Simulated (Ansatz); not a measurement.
## Work function of Pt(100): what the settings cost and change

How thick a slab and how much vacuum does the work function of Pt(100) need?

Method: plane-wave DFT, PBE, Ansatz PAW, in Ansatz 0.2.0.

**1. Set-up**

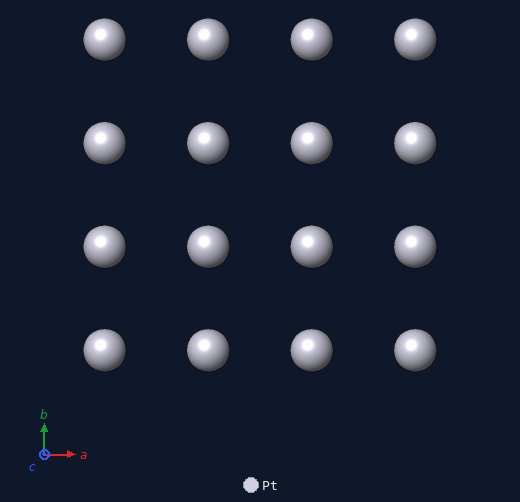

The starting structure, seen from above (platinum light grey). 4×4×1 cells are drawn.

The cell holds 1 atom: 1 Pt. Its edges and angles: a = 2.772 Å, b = 2.772 Å, c = 18.000 Å, α = 90.0°, β = 90.0°, γ = 90.0°. Vacuum lies along c.

**2. Slab, setting 1 layer**

A work function rests on the faint tail of the density, so the SCF threshold is tight. The slab grows from one layer, at fixed mesh and 18 Å of vacuum; then the vacuum is varied on one slab.

File input.yaml:

```yaml
crystal:
  lattice:
    - [2.7718585823, 0.0, 0.0]
    - [0.0, 2.7718585823, 0.0]
    - [0.0, 0.0, 18.0]
  atoms:
    - { symbol: Pt, position: [0.5, 0.5, 0.5] }
kpoints:
  mp_grid: { grid: [15, 15, 1] }
hamiltonian:
  xc: pbe
scf:
  occupations: { method: fermi_dirac, width: 0.1 }
  convergence: { dr2_threshold: 1.0e-09 }
efield:
  axis: 3
  dipole_correction: true
  ramp_position: 0.97
  ramp_width: 0.06
output:
  write_potential: true
  write_density: true
  volumetric_format: npy
  elf: true
```

The run is started by

```
> ansatz run input.yaml --threads 2 --pin off --max-ram 3072MiB --backend cpu --events-out ev --progress --plain --runs-dir out
```

Numbers of over 12 decimals in the logs are rounded to 6 here.

Log:

```text
Engine: ansatz 0.2.0, aarch64-unknown-linux-gnu
Pseudopotentials: kind: paw
Pseudopotential: Pt, paw, valence charge 18, recommended cutoff 420 eV (normal), Pt.paw.azcp
Functional definition: PBE
  parameter kappa = 0.804
  parameter beta = 0.066725
  exchange = pbe_x(kappa = kappa, mu = beta*pi^2/3)
  correlation = pbe_c(beta = beta)
Crystal: 1 atoms, lattice volume = 138.298 Å³
Basis set: ecut = 420 eV, 2737 PW (Γ)
Bands: 13, of which v1, the nominal top of the filled ones, is band 9 counted from 1 (8 counted from 0)
Symmetry: 8 space group operations
k-points: 36 of 225
Non-local potential: Pt, projectors of the file, l = 0: 3, l = 1: 2, l = 2: 2, l = 3: 1
PAW form: soft (Blöchl's): semilocal exchange-correlation on the pseudo side does not see the compensation charge
PAW one-centre angular grid: Pt, 590 points (default); XC on 64 Gauss nodes
Initial density: superposition of atomic densities (neutral atoms: chi_scale 0, normalization atom), corrected by the library's trained network
Initial wavefunctions: pseudopotential atomic-orbital guess
Functional: x = pbe(κ = 0.804, μ = 0.219515), c = pbe(β = 0.066725)
SCF iter   1: F=—  HF=-12521.240205 eV  |F-HF|=—  |Δ(HF+E_count)|=         —  Δρ=3.49e-3  dr2=4.31e-3  ethr=1.77e-3  p=0.000 e·Å  D=7.02e-17 V/Å  ΔV_dip=-0.00 eV  dr2_dipole=3.58e-15  V_vac-E_F(+/−)=6.36/6.36 eV  ⟨swp⟩=5.7  Hψ=2672  notcnv=0
efield: sawtooth ramp at fractional position 0.9700 (set: `efield.ramp_position`, or a place that a band, a saddle search or an elastic batch's reference lends), width 0.0600; the density the first Hamiltonian is built on has a dipole p = 0.000 e·Å; the dipole correction subtracts the counter field D = 7.02e-17 V/Å, which shifts the + side's vacuum level by -0.00 eV against the − side's; the planar-averaged density in the ramp window peaks in size at 4.4e-6 e/Å³
preconditioner: auto → LDOS  [metal: Δε(μ)=0.027 eV  Ē_g=7.755 eV  σ=0.100 eV  W_gap=0.07  n_scr=10 (ndim 8)  ℏωp=10.0 eV  f_vac=0.761  D(μ)=3.04/eV (n_scr^D=10)  β→1.0]
SCF iter   2: F=—  HF=-12521.242871 eV  |F-HF|=—  |Δ(HF+E_count)|=   2.67e-3  Δρ=9.33e-4  dr2=8.52e-4  ethr=2.40e-5  p=0.000 e·Å  D=7.37e-8 V/Å  ΔV_dip=-0.00 eV  dr2_dipole=5.69e-14  V_vac-E_F(+/−)=6.37/6.37 eV  ⟨swp⟩=2.6  Hψ=1215  notcnv=0
SCF iter   3: F=—  HF=-12521.242767 eV  |F-HF|=—  |Δ(HF+E_count)|=   1.04e-4  Δρ=3.95e-4  dr2=1.40e-4  ethr=4.73e-6  p=-0.000 e·Å  D=-2.15e-7 V/Å  ΔV_dip=0.00 eV  dr2_dipole=6.54e-13  V_vac-E_F(+/−)=6.35/6.35 eV  ⟨swp⟩=2.4  Hψ=837  notcnv=0
SCF iter   4: F=—  HF=-12521.242743 eV  |F-HF|=—  |Δ(HF+E_count)|=   2.37e-5  Δρ=6.71e-5  dr2=5.78e-6  ethr=7.79e-7  p=0.000 e·Å  D=1.74e-8 V/Å  ΔV_dip=-0.00 eV  dr2_dipole=1.84e-14  V_vac-E_F(+/−)=6.36/6.36 eV  ⟨swp⟩=2.1  Hψ=674  notcnv=0
SCF iter   5: F=—  HF=-12521.242751 eV  |F-HF|=—  |Δ(HF+E_count)|=   7.86e-6  Δρ=2.63e-5  dr2=4.43e-7  ethr=3.21e-8  p=-0.000 e·Å  D=-7.63e-8 V/Å  ΔV_dip=0.00 eV  dr2_dipole=8.06e-14  V_vac-E_F(+/−)=6.36/6.36 eV  ⟨swp⟩=2.3  Hψ=706  notcnv=0
SCF iter   6: F=—  HF=-12521.242749 eV  |F-HF|=—  |Δ(HF+E_count)|=   2.04e-6  Δρ=2.99e-6  dr2=7.98e-9  ethr=2.46e-9  p=0.000 e·Å  D=8.32e-9 V/Å  ΔV_dip=-0.00 eV  dr2_dipole=4.81e-15  V_vac-E_F(+/−)=6.36/6.36 eV  ⟨swp⟩=2.3  Hψ=674  notcnv=0
SCF iter   7: F=-12521.242749 eV  HF=-12521.242749 eV  |F-HF|=7.08e-10  |Δ(HF+E_count)|=   5.75e-8  Δρ=3.74e-7  dr2=1.17e-10  ethr=5.56e-12  p=-0.000 e·Å  D=-3.30e-8 V/Å  ΔV_dip=0.00 eV  dr2_dipole=3.00e-14  V_vac-E_F(+/−)=6.36/6.36 eV  ⟨swp⟩=5.8  Hψ=1745  notcnv=0
SCF 1 converged in 7 iterations: F = -12521.242749 eV  dr2 = 1.17e-10
  greatest PAW one-centre occupation: 1.000 electrons in one spin orbital (limit 2), on the Pt atom at site 0 (counted from 0), in its partial waves of l = 0
WARN: The output density's exchange-correlation potential varies sharply where the density is thin. Do not read a vacuum level from v_tot or v_xc, or from such a field of the output density. On a cell that repeats whose density bears no net charge and no dipole along the vacuum's axis use v_es (v_loc + v_h of the components); under efield.dipole_correction with no amplitude use v_es + v_field, which holds any externa [...]
SCF converged after 7 iterations
Free energy (F): -12521.242749 eV
Harris-Foulkes:  -12521.242749 eV  (|F-HF|=7.08e-10)
Internal energy: -12521.143786 eV  (E = F + TS)
E sigma→0 (E₀):  -12521.193267 eV
Entropy (-TS):   -0.098963 eV (-98.963 meV/atom)
Fermi energy:    -3.176231 eV
Dipole field:    D = 0.000000 V/Å  (p = 0.000000 e·Å, saw-weighted, corrected)
Work function:   Φ+ = 6.3603 eV   Φ− = 6.3604 eV
Levels:          The Fermi level and band energies are counted from a zero that moves with the ramp; work functions are not
--- Per-component energies (eV) ---
  E_band       = -575.602694
  E_kinetic    = 632.806896
  E_local      = -11344.508733  (includes V_loc(G=0)·N_el)
  E_nonlocal   = 201.656928
  E_hartree    = 5260.804764
  E_xc         = -257.973545
  E_vxc        = -297.464036  (∫ρ·V_xc dr)
  E_paw        = -9454.569834  (= ΣΔE_a)
  E_vpaw       = -289.703994  (= ΣTr[D̂ρ^β])
  E_aug_tail   = 0.000197  (compensation charges beyond the density's cutoff)
  E_efield     = 0.000000  (sawtooth field / dipole correction)
  E_vefield    = 0.000000  (∫n·V_field dr)
  E_ewald      = 2440.639541
  E_smearing   = -0.098963  (= −TS)
  E_closure    = 0.000000  (closes the sum)
  Σ components = -12521.242749   (vs F -12521.242749, Δ=0.00e0)
--- Band table (eV; the first three rows and the last of 36) ---
  k-point 0: bands = [... 5 lower, -7.1079, -4.5095, -3.2007, -3.2007, -2.6831, -0.6270, 2.8720, 3.4925]
  k-point 1: bands = [... 5 lower, -7.0334, -4.4789, -3.3855, -3.1912, -2.7602, -0.4234, 2.9557, 3.5867]
  k-point 2: bands = [... 5 lower, -6.7714, -4.3905, -3.8140, -3.1645, -2.9715, 0.0750, 3.2066, 3.8663]
  k-point 35: bands = [... 5 lower, -5.0230, -5.0091, -3.3077, -1.6124, 2.9509, 3.7536, 6.5213, 8.4228]
```

It took 12 s on 2 threads of Arm Neoverse N1, shared host; peak memory 0.4 GiB.

This step gave:

```yaml
energy_at_zero_smearing: -12521.1933 eV
work_function_upper_face: 6.360 eV
```

Running mean over 1.96 Å of the planar mean; the ramp of the sawtooth is left out. Electron's electrostatic potential energy less the Fermi level against z:

| z (Å) | electron's electrostatic potential energy less the Fermi level (eV) |
| --- | --- |
| 3 | 6.36 |
| 4 | 6.36 |
| 5 | 6.36 |
| 6 | 6.33 |
| 7 | 5.68 |
| 8 | -2.38 |
| 9 | -10.2 |
| 10 | -2.38 |
| 11 | 5.68 |
| 12 | 6.33 |
| 13 | 6.36 |
| 14 | 6.36 |
| 15 | 6.36 |

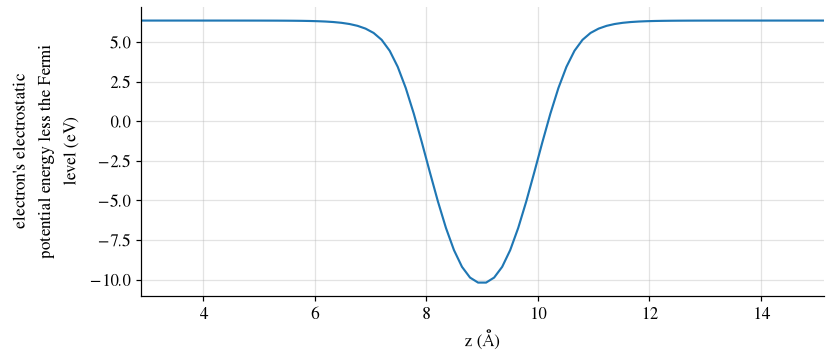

Electron's electrostatic potential energy less the Fermi level, plotted against z.

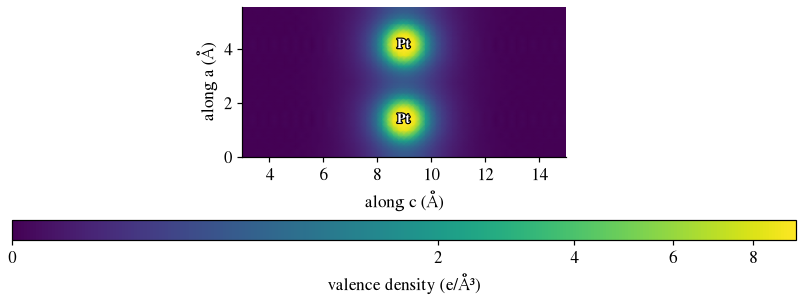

Valence density in the ca plane at fractional y = 0.500, with atoms of Pt within 0.2 Å of it. It is the smooth field of the valence electrons, not physical close to the nuclei. The colour scale is stretched toward low values. The far vacuum is left out of the map.

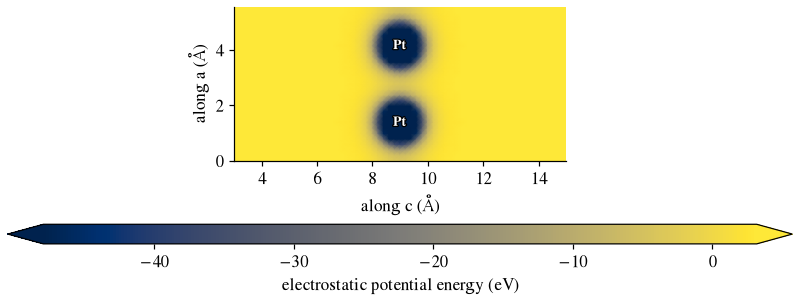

Electrostatic potential energy in the ca plane at fractional y = 0.500, with atoms of Pt within 0.2 Å of it. With pseudopotentials it is smooth inside the atoms' cores, unlike the true potential. The far vacuum is left out of the map.

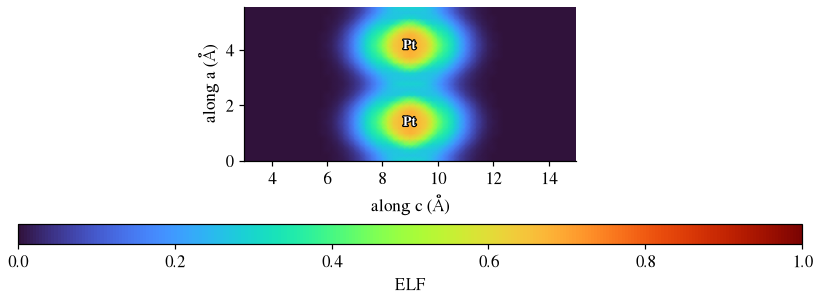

ELF in the ca plane at fractional y = 0.500, with atoms of Pt within 0.2 Å of it. It is the smooth field of the valence electrons, not physical close to the nuclei. The far vacuum is left out of the map.

The work function is 6.360 eV.

**3. Run, 2 atoms**

System of this step: Pt(100). The cell holds 2 atoms: 2 Pt. Its edges and angles: a = 2.772 Å, b = 2.772 Å, c = 19.960 Å, α = 90.0°, β = 90.0°, γ = 90.0°. Vacuum lies along c.

input.yaml, the sections that differ from step 2:

```yaml
crystal:
  lattice:
    - [2.7718585823, 0.0, 0.0]
    - [0.0, 2.7718585823, 0.0]
    - [0.0, 0.0, 19.96]
  atoms:
    - { symbol: Pt, position: [0.5, 0.5, 0.4509018036] }
    - { symbol: Pt, position: [0.0, 0.0, 0.5490981964] }
output:
  write_potential: true
  write_density: true
  volumetric_format: npy
# kpoints, hamiltonian, scf, efield: as in step 2
```

Log:

```text
[...]
Crystal: 2 atoms, lattice volume = 153.357 Å³
Basis set: ecut = 420 eV, 3055 PW (Γ)
Bands: 22, of which v1, the nominal top of the filled ones, is band 18 counted from 1 (17 counted from 0)
Symmetry: 8 space group operations
k-points: 36 of 225
[...]
k-point 0: bands = [... 14 lower, -1.8924, -1.1562, -0.6484, 0.0054, 0.0054, 0.1831, 1.9497, 5.4868]
  k-point 1: bands = [... 14 lower, -1.8857, -0.9555, -0.7764, -0.2827, 0.0599, 0.1126, 2.2995, 5.5696]
  k-point 2: bands = [... 14 lower, -1.8829, -1.0652, -0.7954, -0.5459, -0.0689, 0.1420, 3.0246, 5.8166]
  k-point 35: bands = [... 14 lower, -0.5724, -0.5641, 0.8242, 0.9487, 4.1594, 4.8507, 7.7541, 8.8342]
[key lines of the parts left out:]
SCF converged after 8 iterations
Free energy (F): -25044.333577 eV
Fermi energy:    -0.080020 eV
Dipole field:    D = 0.000001 V/Å  (p = 0.000001 e·Å, saw-weighted, corrected)
Work function:   Φ+ = 5.7639 eV   Φ− = 5.7639 eV
```

Wall time 13 s (2 threads); peak memory 0.41 GiB.

The work function is 5.764 eV, -0.596 eV from the run “1 layer”, at 1.6 times its CPU time.

**4. Slab, 3 atoms**

System of this step: Pt(100). The cell holds 3 atoms: 3 Pt. Cell: a = 2.772 Å, b = 2.772 Å, c = 21.920 Å, α = 90.0°, β = 90.0°, γ = 90.0°. Vacuum lies along c.

input.yaml, the sections that differ from step 3:

```yaml
crystal:
  lattice:
    - [2.7718585823, 0.0, 0.0]
    - [0.0, 2.7718585823, 0.0]
    - [0.0, 0.0, 21.92]
  atoms:
    - { symbol: Pt, position: [0.0, 0.0, 0.4105839416] }
    - { symbol: Pt, position: [0.5, 0.5, 0.5] }
    - { symbol: Pt, position: [0.0, 0.0, 0.5894160584] }
# kpoints, hamiltonian, scf, efield, output: as in step 3
```

Log:

```text
[...]
Crystal: 3 atoms, lattice volume = 168.416 Å³
Basis set: ecut = 420 eV, 3341 PW (Γ)
Bands: 33, of which v1, the nominal top of the filled ones, is band 27 counted from 1 (26 counted from 0)
Symmetry: 8 space group operations
k-points: 36 of 225
[...]
k-point 0: bands = [... 23 lower, 0.8757, 0.9390, 1.8079, 1.8487, 2.2421, 2.2732, 2.2732, 4.0131, ... 2 higher]
  k-point 1: bands = [... 23 lower, 0.6454, 1.1251, 1.7179, 1.9180, 2.1400, 2.1712, 2.3306, 4.4646, ... 2 higher]
  k-point 2: bands = [... 23 lower, 0.5140, 1.2241, 1.3891, 1.4603, 2.0163, 2.3889, 2.7397, 5.3357, ... 2 higher]
  k-point 35: bands = [... 23 lower, 1.9061, 2.4872, 2.9515, 3.0414, 5.4894, 6.1523, 8.6403, 9.6901, ... 2 higher]
[key lines of the parts left out:]
SCF converged after 10 iterations
Free energy (F): -37567.384406 eV
Fermi energy:    2.086112 eV
Dipole field:    D = -0.000000 V/Å  (p = -0.000000 e·Å, saw-weighted, corrected)
Work function:   Φ+ = 5.6896 eV   Φ− = 5.6896 eV
```

Elapsed: 28 s, on 2 threads; peak memory 0.46 GiB.

The work function is 5.690 eV, -0.074 eV from the run “2 layers”, at 1.9 times its CPU time.

**5. Run, 4 atoms**

System of this step: Pt(100). The cell holds 4 atoms: 4 Pt. Cell: a = 2.772 Å, b = 2.772 Å, c = 23.880 Å, α = 90.0°, β = 90.0°, γ = 90.0°. Vacuum lies along c.

input.yaml, the sections that differ from step 4:

```yaml
crystal:
  lattice:
    - [2.7718585823, 0.0, 0.0]
    - [0.0, 2.7718585823, 0.0]
    - [0.0, 0.0, 23.88]
  atoms:
    - { symbol: Pt, position: [0.5, 0.5, 0.3768844221] }
    - { symbol: Pt, position: [0.0, 0.0, 0.458961474] }
    - { symbol: Pt, position: [0.5, 0.5, 0.541038526] }
    - { symbol: Pt, position: [0.0, 0.0, 0.6231155779] }
# kpoints, hamiltonian, scf, efield, output: as in step 4
```

Log:

```text
[...]
Crystal: 4 atoms, lattice volume = 183.475 Å³
Basis set: ecut = 420 eV, 3659 PW (Γ)
Bands: 44, of which v1, the nominal top of the filled ones, is band 36 counted from 1 (35 counted from 0)
Symmetry: 8 space group operations
k-points: 36 of 225
[...]
k-point 0: bands = [... 32 lower, 3.1154, 3.1902, 3.1902, 3.8256, 4.0094, 4.1367, 4.1367, 4.1489, ... 4 higher]
  k-point 1: bands = [... 32 lower, 2.8119, 2.8704, 3.4175, 3.6988, 3.7483, 3.9341, 4.1866, 4.5595, ... 4 higher]
  k-point 2: bands = [... 32 lower, 2.4709, 2.5103, 3.3698, 3.4811, 3.4905, 3.8281, 4.2127, 5.2709, ... 4 higher]
  k-point 35: bands = [... 32 lower, 4.1824, 4.2663, 4.7953, 4.8650, 6.8158, 7.4735, 9.4558, 10.2350, ... 4 higher]
[key lines of the parts left out:]
SCF converged after 10 iterations
Free energy (F): -50090.430122 eV
Fermi energy:    3.872034 eV
Dipole field:    D = -0.000000 V/Å  (p = -0.000000 e·Å, saw-weighted, corrected)
Work function:   Φ+ = 5.6396 eV   Φ− = 5.6396 eV
```

Wall time 43 s (2 threads); peak memory 0.55 GiB; 73 s of CPU time.

The work function is 5.640 eV, -0.050 eV from the run “3 layers”, at 1.5 times its CPU time.

**6. Run, 5 atoms**

System of this step: Pt(100). The cell holds 5 atoms: 5 Pt. Its edges and angles: a = 2.772 Å, b = 2.772 Å, c = 25.840 Å, α = 90.0°, β = 90.0°, γ = 90.0°. Vacuum lies along c.

input.yaml, the sections that differ from step 5:

```yaml
crystal:
  lattice:
    - [2.7718585823, 0.0, 0.0]
    - [0.0, 2.7718585823, 0.0]
    - [0.0, 0.0, 25.84]
  atoms:
    - { symbol: Pt, position: [0.0, 0.0, 0.3482972136] }
    - { symbol: Pt, position: [0.5, 0.5, 0.4241486068] }
    - { symbol: Pt, position: [0.0, 0.0, 0.5] }
    - { symbol: Pt, position: [0.5, 0.5, 0.5758513932] }
    - { symbol: Pt, position: [0.0, 0.0, 0.6517027864] }
# kpoints, hamiltonian, scf, efield, output: as in step 5
```

Log:

```text
[...]
Crystal: 5 atoms, lattice volume = 198.534 Å³
Basis set: ecut = 420 eV, 3955 PW (Γ)
Bands: 54, of which v1, the nominal top of the filled ones, is band 45 counted from 1 (44 counted from 0)
Symmetry: 8 space group operations
k-points: 36 of 225
[...]
k-point 0: bands = [... 41 lower, 4.3068, 4.8230, 4.9716, 4.9716, 5.3699, 5.4674, 5.6581, 5.6581, ... 5 higher]
  k-point 1: bands = [... 41 lower, 4.3896, 4.5453, 4.6234, 5.1678, 5.2544, 5.2779, 5.3910, 5.6934, ... 5 higher]
  k-point 2: bands = [... 41 lower, 4.2098, 4.2778, 4.4486, 5.0866, 5.1046, 5.3169, 5.4079, 5.6900, ... 5 higher]
  k-point 35: bands = [... 41 lower, 5.7270, 5.7628, 6.2823, 6.3372, 7.9907, 8.6516, 10.2075, 10.8815, ... 5 higher]
[key lines of the parts left out:]
SCF converged after 11 iterations
Free energy (F): -62613.440749 eV
Fermi energy:    5.338519 eV
Dipole field:    D = 0.000000 V/Å  (p = 0.000000 e·Å, saw-weighted, corrected)
Work function:   Φ+ = 5.6669 eV   Φ− = 5.6669 eV
```

Wall time 70 s (2 threads); peak memory 0.64 GiB.

The work function is 5.667 eV, +0.027 eV from the run “4 layers”, at 1.2 times its CPU time.

**7. Run, 6 atoms**

System of this step: Pt(100). The cell holds 6 atoms: 6 Pt. Its edges and angles: a = 2.772 Å, b = 2.772 Å, c = 27.800 Å, α = 90.0°, β = 90.0°, γ = 90.0°. Vacuum lies along c.

input.yaml, the sections that differ from step 6:

```yaml
crystal:
  lattice:
    - [2.7718585823, 0.0, 0.0]
    - [0.0, 2.7718585823, 0.0]
    - [0.0, 0.0, 27.8]
  atoms:
    - { symbol: Pt, position: [0.5, 0.5, 0.3237410072] }
    - { symbol: Pt, position: [0.0, 0.0, 0.3942446043] }
    - { symbol: Pt, position: [0.5, 0.5, 0.4647482014] }
    - { symbol: Pt, position: [0.0, 0.0, 0.5352517986] }
    - { symbol: Pt, position: [0.5, 0.5, 0.6057553957] }
    - { symbol: Pt, position: [0.0, 0.0, 0.6762589928] }
# kpoints, hamiltonian, scf, efield, output: as in step 6
```

Log:

```text
[...]
Crystal: 6 atoms, lattice volume = 213.593 Å³
Basis set: ecut = 420 eV, 4257 PW (Γ)
Bands: 65, of which v1, the nominal top of the filled ones, is band 54 counted from 1 (53 counted from 0)
Symmetry: 8 space group operations
k-points: 36 of 225
[...]
k-point 0: bands = [... 50 lower, 5.5319, 5.8272, 6.2604, 6.4431, 6.4431, 6.6807, 6.7368, 6.9706, ... 7 higher]
  k-point 1: bands = [... 50 lower, 5.9752, 6.0069, 6.0349, 6.0840, 6.5747, 6.6027, 6.6687, 6.6689, ... 7 higher]
  k-point 2: bands = [... 50 lower, 5.6178, 5.7268, 5.8633, 6.0335, 6.4168, 6.4651, 6.7894, 6.9660, ... 7 higher]
  k-point 35: bands = [... 50 lower, 7.0241, 7.0424, 7.5692, 7.6127, 9.0600, 9.7279, 10.9482, 11.5759, ... 7 higher]
[key lines of the parts left out:]
SCF converged after 11 iterations
Free energy (F): -75136.461226 eV
Fermi energy:    6.620036 eV
Dipole field:    D = 0.000001 V/Å  (p = 0.000001 e·Å, saw-weighted, corrected)
Work function:   Φ+ = 5.6610 eV   Φ− = 5.6610 eV
```

Run time: 89 s. Hardware: 2 threads; peak memory 0.75 GiB; 2.1 min of CPU time.

The work function is 5.661 eV, -0.006 eV from the run “5 layers”, at 1.4 times its CPU time.

[end of part 1 of 2]

[Logs are printed without paths, hosts, clocks, repeated set-up lines and the standing remarks that a program may print on its own settings, such as how far it seeks lower states.]

[Hosts, paths, dates, database ids (printed as entryN), source tags and the programs' standing remarks are cut or masked in the printed files.]

[Maps of the electrostatic potential energy from Ansatz leave out the sawtooth potential of an applied field or a dipole correction, so their vacuum need not be flat; planar profiles and work functions include it.]
